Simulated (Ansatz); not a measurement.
Run report: CuN$_{3}$H$_{9}$F$_{3}$ (charge −1), geometry relaxation (part 3 of 3)

Continued. System: CuN$_{3}$H$_{9}$F$_{3}$, charge −1, multiplicity 2. Method: UKS B3LYP-D4/def2-SVPD (Ansatz 0.2.0). The geometry: GFN1-xTB start.

Geometry of the input (Å):
```
Cu 0.6647  0.6809  0.4624
F  0.3400  0.3399  2.2943
F  2.4795  -0.0337  0.1008
F  -0.0959  2.4773  0.1165
N  0.6259  0.6525  -1.7593
N  -1.8783  0.3852  0.5045
N  0.4393  -1.8673  0.4931
H  1.5992  0.4672  -1.9278
H  0.4225  1.6232  -1.9221
H  0.0402  0.0594  -2.3183
H  -2.7178  -0.0573  0.1676
H  -1.9031  1.3790  0.3345
H  -1.7784  0.2495  1.4978
H  1.4279  -1.8725  0.2941
H  0.0032  -2.7160  0.1718
H  0.3312  -1.7671  1.4902
```

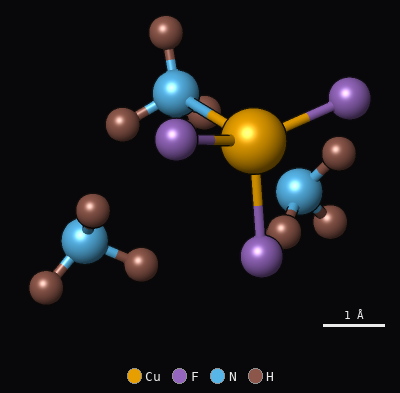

*The geometry at step 23 of the log (ball-and-stick view, seen at a tilt).*

Trajectory as extended XYZ, continued:
```
16
Properties=species:S:1:pos:R:3:forces:R:3 step=18 energy=-57400.70135
Cu    0.9827    1.0045    0.5658   -0.0215   0.0043  -0.0219
F     0.0450    0.0325    1.9553    0.0090   0.0021   0.0009
F     2.6177    0.0855    0.4684   -0.0058  -0.0051   0.0024
F     0.0266    2.6148    0.4738    0.0080   0.0016   0.0099
N     0.5178    0.4768   -1.4402   -0.1176  -0.0321  -0.1508
N    -2.2078    0.7172    0.1389   -0.0309   0.0049   0.0134
N     0.6972   -2.1450    0.1146    0.0245  -0.0297   0.0111
H     1.3568    0.3507   -2.0038   -0.1444   0.0325   0.0730
H    -0.1285    1.1417   -1.8675    0.1479  -0.1797   0.1113
H     0.0577   -0.4339   -1.3165    0.1314   0.1658  -0.0170
H    -3.1617    0.7990    0.4846    0.0113  -0.0074  -0.0020
H    -1.7977    1.6552    0.1666    0.0223   0.0139  -0.0001
H    -1.6712    0.2239    0.8627   -0.0118   0.0033  -0.0160
H     1.6444   -1.7543    0.1189   -0.0029  -0.0007   0.0078
H     0.7699   -3.1233    0.3842   -0.0095   0.0107  -0.0166
H     0.2509   -1.6455    0.8943   -0.0099   0.0155  -0.0055
16
Properties=species:S:1:pos:R:3:forces:R:3 step=19 energy=-57400.70411
Cu    0.9845    1.0083    0.5658   -0.0172   0.0144  -0.0094
F     0.0340    0.0194    1.9384   -0.0034  -0.0103  -0.0134
F     2.6203    0.0907    0.4812   -0.0064  -0.0085  -0.0018
F     0.0357    2.6222    0.4897    0.0036  -0.0085   0.0007
N     0.5184    0.4584   -1.4365   -0.2311  -0.1488  -0.3669
N    -2.2251    0.7531    0.1313   -0.0069  -0.0180   0.0261
N     0.7114   -2.1434    0.1054    0.0442  -0.0341   0.0414
H     1.3511    0.4440   -2.0359   -0.4324   0.0138   0.2403
H    -0.2303    1.0467   -1.8308    0.4542  -0.3936   0.2342
H     0.1791   -0.5145   -1.3035    0.2306   0.5063  -0.0830
H    -3.1684    0.8429    0.5046    0.0438  -0.0109  -0.0068
H    -1.7957    1.6820    0.1767    0.0161   0.0134   0.0122
H    -1.6792    0.2270    0.8261   -0.0548   0.0444  -0.0329
H     1.6678   -1.7761    0.1465   -0.0417   0.0042  -0.0020
H     0.7491   -3.1257    0.3703   -0.0189   0.0406  -0.0281
H     0.2474   -1.6351    0.8707    0.0204  -0.0045  -0.0107
16
Properties=species:S:1:pos:R:3:forces:R:3 step=20 energy=-57400.73382
Cu    0.9952    1.0062    0.5734    0.0495  -0.0114  -0.0134
F     0.0112   -0.0305    1.8954   -0.0318   0.0219   0.0119
F     2.6342    0.0974    0.5119   -0.0159   0.0035   0.0009
F     0.0568    2.6238    0.5137   -0.0078  -0.0003   0.0114
N     0.4943    0.4254   -1.4172   -0.0352   0.0305  -0.0853
N    -2.2196    0.8153    0.0942   -0.0170   0.0011   0.0166
N     0.7458   -2.1419    0.1059   -0.0023  -0.0186  -0.0171
H     1.2510    0.5173   -2.0909   -0.1174   0.0009   0.0725
H    -0.3416    0.9287   -1.7139    0.0869  -0.1254   0.0381
H     0.2796   -0.5710   -1.2766    0.0570   0.0920  -0.0154
H    -3.1692    0.8973    0.4509    0.0057   0.0115  -0.0125
H    -1.7748    1.7321    0.2026    0.0069   0.0153  -0.0015
H    -1.7010    0.2428    0.7707    0.0026   0.0049  -0.0127
H     1.7049   -1.7876    0.1622    0.0074  -0.0176   0.0028
H     0.7570   -3.1280    0.3532    0.0079   0.0091  -0.0003
H     0.2760   -1.6273    0.8645    0.0034  -0.0172   0.0039
16
Properties=species:S:1:pos:R:3:forces:R:3 step=21 energy=-57400.75493
Cu    1.0162    1.0165    0.5793   -0.0332  -0.0080   0.0177
F    -0.0330   -0.0582    1.8373   -0.0105   0.0210   0.0096
F     2.6413    0.0902    0.5394   -0.0101   0.0194  -0.0001
F     0.0812    2.6354    0.5458    0.0324  -0.0046   0.0188
N     0.4635    0.4108   -1.3908   -0.0354  -0.0142  -0.1199
N    -2.2122    0.8776    0.0624   -0.0192   0.0258   0.0024
N     0.7893   -2.1690    0.1006    0.0216   0.0099  -0.0104
H     1.1376    0.5948   -2.1299   -0.1070  -0.0082   0.0693
H    -0.4549    0.8019   -1.6086    0.1009  -0.0691   0.0565
H     0.3752   -0.6047   -1.2496    0.0452   0.0533  -0.0256
H    -3.1680    0.9493    0.4036   -0.0006   0.0084  -0.0118
H    -1.7678    1.7904    0.2050    0.0045  -0.0150  -0.0013
H    -1.7025    0.2824    0.7269    0.0090   0.0150  -0.0064
H     1.7441   -1.8087    0.1878   -0.0036  -0.0142  -0.0012
H     0.7988   -3.1541    0.3493    0.0040  -0.0171   0.0006
H     0.2911   -1.6546    0.8414    0.0020  -0.0026   0.0017
16
Properties=species:S:1:pos:R:3:forces:R:3 step=22 energy=-57400.75935
Cu    1.0135    1.0132    0.5834   -0.0355  -0.0080   0.0562
F    -0.0672   -0.0718    1.8171   -0.0028   0.0056  -0.0361
F     2.6344    0.0861    0.5609    0.0217  -0.0074  -0.0037
F     0.1071    2.6457    0.5919    0.0052  -0.0046  -0.0222
N     0.4446    0.3868   -1.3808   -0.1857  -0.1252  -0.4495
N    -2.2119    0.9309    0.0376    0.0324   0.0139   0.0048
N     0.8261   -2.1858    0.0970    0.0384   0.0172   0.0179
H     1.0304    0.6851   -2.1730   -0.4200  -0.1741   0.4591
H    -0.5473    0.6619   -1.5079    0.6059  -0.1718   0.0719
H     0.4970   -0.6458   -1.2670   -0.0328   0.4702  -0.0763
H    -3.1711    1.0058    0.3682    0.0056   0.0073  -0.0152
H    -1.7590    1.8372    0.1967   -0.0089  -0.0127  -0.0018
H    -1.7115    0.3222    0.6980   -0.0127   0.0168   0.0098
H     1.7810   -1.8322    0.2090   -0.0146  -0.0079   0.0038
H     0.8224   -3.1716    0.3438    0.0008  -0.0086  -0.0008
H     0.3114   -1.6678    0.8251    0.0029  -0.0108  -0.0181
16
Properties=species:S:1:pos:R:3:forces:R:3 step=23 energy=-57400.78252
Cu    1.0123    0.9941    0.5963    0.0128   0.0227  -0.0114
F    -0.1104   -0.0869    1.7793   -0.0257  -0.0255   0.0327
F     2.6348    0.0680    0.6025   -0.0021   0.0059   0.0050
F     0.1276    2.6400    0.5696    0.0159  -0.0083   0.0059
N     0.4191    0.3691   -1.3705   -0.0277  -0.0307  -0.0351
N    -2.2067    0.9726    0.0328    0.0001  -0.0058   0.0031
N     0.8765   -2.2191    0.0912   -0.0072  -0.0095   0.0044
H     0.9205    0.7405   -2.1700   -0.0088   0.0039  -0.0201
H    -0.5779    0.5954   -1.4237    0.0165   0.0036   0.0279
H     0.5273   -0.6501   -1.3196    0.0124   0.0267   0.0154
H    -3.1758    1.0791    0.3221    0.0032   0.0095  -0.0074
H    -1.7320    1.8678    0.1885   -0.0117   0.0070  -0.0082
H    -1.7443    0.3609    0.7180   -0.0007   0.0080  -0.0022
H     1.8078   -1.8174    0.2332    0.0153  -0.0036  -0.0026
H     0.9097   -3.1985    0.3611    0.0109  -0.0026   0.0005
H     0.3115   -1.7155    0.7891   -0.0032  -0.0015  -0.0080
16
Properties=species:S:1:pos:R:3:forces:R:3 step=24 energy=-57400.78508
Cu    1.0171    0.9917    0.6036   -0.0066  -0.0077  -0.0223
F    -0.1368   -0.1036    1.7579    0.0099   0.0101  -0.0056
F     2.6347    0.0618    0.6233    0.0001   0.0026   0.0077
F     0.1452    2.6414    0.5817    0.0049  -0.0004   0.0068
N     0.4074    0.3626   -1.3696   -0.0038   0.0051   0.0660
N    -2.2005    0.9905    0.0248    0.0040   0.0052   0.0042
N     0.8966   -2.2302    0.0867    0.0053   0.0028   0.0048
H     0.8643    0.7479   -2.1888   -0.0092  -0.0041  -0.0058
H    -0.5958    0.5699   -1.3728    0.0026  -0.0033  -0.0182
H     0.5412   -0.6525   -1.3178    0.0040  -0.0005  -0.0246
H    -3.1746    1.0892    0.2989    0.0000   0.0011  -0.0033
H    -1.7381    1.8925    0.1754   -0.0070   0.0035  -0.0031
H    -1.7371    0.3891    0.7196   -0.0111   0.0053  -0.0014
H     1.8219   -1.8172    0.2377    0.0016  -0.0062  -0.0018
H     0.9381   -3.2064    0.3669    0.0029  -0.0006  -0.0002
H     0.3165   -1.7266    0.7724    0.0025  -0.0129  -0.0032
16
Properties=species:S:1:pos:R:3:forces:R:3 step=25 energy=-57400.78566
Cu    1.0183    0.9864    0.6016   -0.0165  -0.0093   0.0403
F    -0.1480   -0.1096    1.7415   -0.0043  -0.0003  -0.0097
F     2.6354    0.0575    0.6474   -0.0002  -0.0023  -0.0243
F     0.1569    2.6415    0.5947    0.0011  -0.0008  -0.0199
N     0.3945    0.3522   -1.3661    0.0051   0.0222   0.0419
N    -2.2118    1.0232    0.0213    0.0053   0.0075   0.0287
N     0.9278   -2.2552    0.0846    0.0051   0.0195   0.0198
H     0.8281    0.7558   -2.1894   -0.0105  -0.0149  -0.0031
H    -0.6120    0.5451   -1.3506    0.0001   0.0044  -0.0064
H     0.5445   -0.6605   -1.3312    0.0072  -0.0132  -0.0122
H    -3.1914    1.1245    0.2745    0.0102  -0.0016  -0.0020
H    -1.7521    1.9271    0.1689    0.0027  -0.0085  -0.0078
H    -1.7600    0.4286    0.7301   -0.0018  -0.0009  -0.0237
H     1.8448   -1.8235    0.2372   -0.0146  -0.0062   0.0010
H     0.9889   -3.2301    0.3673    0.0018   0.0105  -0.0024
H     0.3360   -1.7629    0.7683    0.0091  -0.0063  -0.0203
16
Properties=species:S:1:pos:R:3:forces:R:3 step=26 energy=-57400.78611
Cu    1.0149    0.9834    0.6097   -0.0011   0.0009  -0.0144
F    -0.1574   -0.1154    1.7380   -0.0054  -0.0042   0.0004
F     2.6321    0.0536    0.6380    0.0061   0.0023   0.0096
F     0.1575    2.6405    0.5859    0.0014   0.0007   0.0073
N     0.3902    0.3490   -1.3558   -0.0140   0.0085   0.0022
N    -2.2153    1.0327    0.0171    0.0056  -0.0076   0.0137
N     0.9395   -2.2570    0.0818   -0.0076   0.0058   0.0180
H     0.8215    0.7554   -2.1793   -0.0091  -0.0123   0.0060
H    -0.6167    0.5407   -1.3408    0.0097   0.0064  -0.0122
H     0.5413   -0.6639   -1.3272    0.0144  -0.0027  -0.0055
H    -3.1912    1.1405    0.2817    0.0170  -0.0050   0.0002
H    -1.7454    1.9309    0.1671    0.0009  -0.0043  -0.0035
H    -1.7610    0.4266    0.7143   -0.0184   0.0129  -0.0038
H     1.8513   -1.8188    0.2458   -0.0100   0.0043  -0.0095
H     1.0038   -3.2306    0.3679   -0.0043   0.0077  -0.0008
H     0.3349   -1.7675    0.7558    0.0149  -0.0132  -0.0076
16
Properties=species:S:1:pos:R:3:forces:R:3 step=27 energy=-57400.78625
Cu    1.0129    0.9831    0.6101   -0.0027   0.0016  -0.0119
F    -0.1562   -0.1148    1.7430    0.0023   0.0000   0.0074
F     2.6315    0.0553    0.6375    0.0031  -0.0010   0.0039
F     0.1544    2.6397    0.5870    0.0007   0.0019   0.0047
N     0.3927    0.3503   -1.3570    0.0015   0.0013   0.0013
N    -2.2102    1.0224    0.0194   -0.0041   0.0003   0.0020
N     0.9272   -2.2509    0.0825    0.0032  -0.0003   0.0030
H     0.8286    0.7541   -2.1790    0.0004  -0.0006  -0.0047
H    -0.6139    0.5420   -1.3488    0.0003  -0.0019   0.0003
H     0.5440   -0.6627   -1.3263   -0.0040  -0.0003  -0.0020
H    -3.1856    1.1379    0.2820    0.0046   0.0008  -0.0011
H    -1.7359    1.9195    0.1613   -0.0034   0.0013   0.0046
H    -1.7609    0.4212    0.7235   -0.0022   0.0005  -0.0057
H     1.8401   -1.8098    0.2310   -0.0013  -0.0054   0.0073
H     0.9989   -3.2241    0.3677    0.0019   0.0023  -0.0019
H     0.3325   -1.7632    0.7662   -0.0002  -0.0005  -0.0070
```

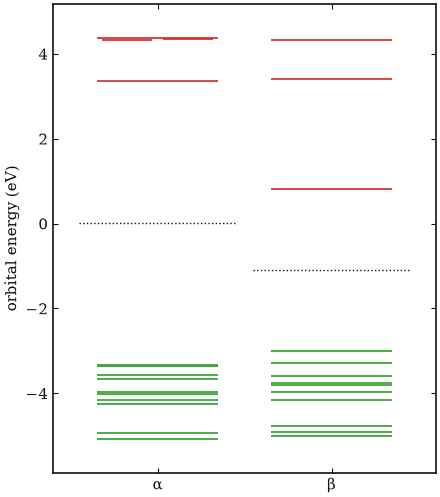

*Orbital energies near the frontier for α and β spins; the dotted line parts filled from empty levels, and levels within 0.02 eV of each other stand side by side.*

α: highest filled −3.34 eV, lowest empty 3.36 eV, 6.70 eV apart; β: highest filled −3.00 eV, lowest empty 0.80 eV, 3.80 eV apart.
